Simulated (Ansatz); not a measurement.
PdRh2S4

The calculation's input:

```
crystal:
  lattice:
    - [-3.2424944681, 3.2424944681, 2.7428491813]
    - [3.2424944681, -3.2424944681, 2.7428491813]
    - [3.2424944681, 3.2424944681, -2.7428491813]
  atoms:
    - { symbol: Pd, position: [0.0, 0.0, 0.0] }
    - { symbol: Rh, position: [0.0, 0.5, 0.5] }
    - { symbol: Rh, position: [0.5, 0.0, 0.5] }
    - { symbol: S, position: [0.0516411187, 0.9483588813, 0.5] }
    - { symbol: S, position: [0.5516411187, 0.0516411187, 0.1032822374] }
    - { symbol: S, position: [0.9483588813, 0.4483588813, 0.8967177626] }
    - { symbol: S, position: [0.4483588813, 0.5516411187, 0.5] }
kpoints:
  mp_grid: { grid: [6, 6, 6] }
hamiltonian:
  xc: r2scan
  dispersion: rvv10
scf:
  occupations: { method: fermi_dirac, width: 0.03 }
relax:
  f_tol: 0.01
  cell: {}
  max_steps: 120
output:
  write_density: true
  write_potential: true
  elf: true
  volumetric_format: npy
```

Command:

```sh
ansatz run input.yaml --threads 4 --pin off --max-ram 4608MiB --backend cpu --events-out ev --progress --plain --runs-dir out
```

Below, planes, directions and counts refer to the conventional cell (a = 6.68 Å, b = 6.68 Å, c = 5.52 Å, α = 90.00°, β = 90.00°, γ = 90.00°).

The fields are those of the run's last geometry, not of the input's.

Space group I422; a structure from a database of computed crystals, not necessarily the ambient phase; started from the SrAl2Te4-97 prototype, which need not be the ambient phase; computed without spin polarisation.

Theory: DFT, r2SCAN+rVV10, plane waves, PAW in Ansatz 0.2.0.

The density is the valence pseudo-density of a PAW calculation; it isn't the true density close to the nuclei.

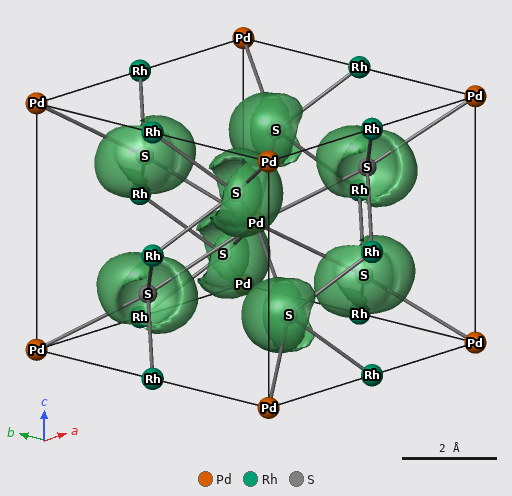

Figure 1. Isosurface of the ELF at 0.8 (green), seen at an oblique angle. Only the valence region is drawn (cores and ρ < 0.01 e/Å³ removed). Sticks mark near contacts.

Question: Describe the localisation domains.

Answer: At this value the surface marks out eight regions wrapped around S (the valence shell of each), counted in one cell of 14 atoms. Regions shared between cells count once. Along the contacts the grid gives the following. Rh–S (2.26 Å): the ELF peaks at about 0.80 in the valence shell of S, 0.8 Å from its nucleus, and is about 0.40 at the midpoint. Pd–S (2.79 Å): the ELF peaks at about 0.85 in the valence shell of S, 0.8 Å from its nucleus, and drops to about 0.15 between the two atoms.

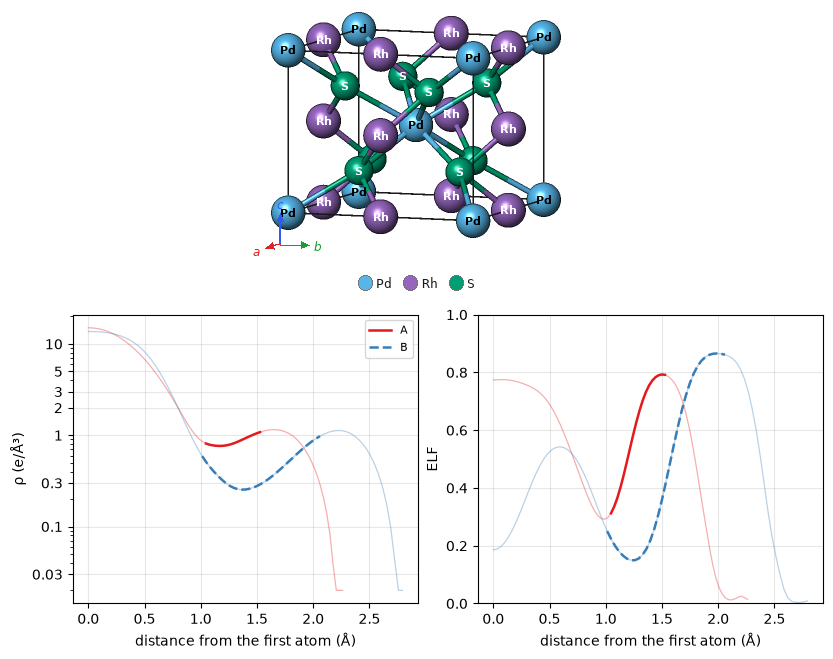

Figure 2. Valence charge density (pseudo) and ELF along straight lines between neighbouring atoms. Thin, pale parts lie inside the atomic spheres. The structure is drawn too.

Question: Which curve belongs to which contact (Pd–S and Rh–S)? The first atom named is at distance zero.

Answer: Curve A: Rh–S (2.26 Å): ρ at the midpoint is about 0.77 e/Å³; the ELF peaks at about 0.80 in the valence shell of S, 0.8 Å from its nucleus, and is about 0.40 at the midpoint. Curve B: Pd–S (2.79 Å): the density is about 0.25 e/Å³ at the midpoint; the ELF peaks at about 0.85 in the valence shell of S, 0.8 Å from its nucleus, and drops to about 0.15 between the two atoms.
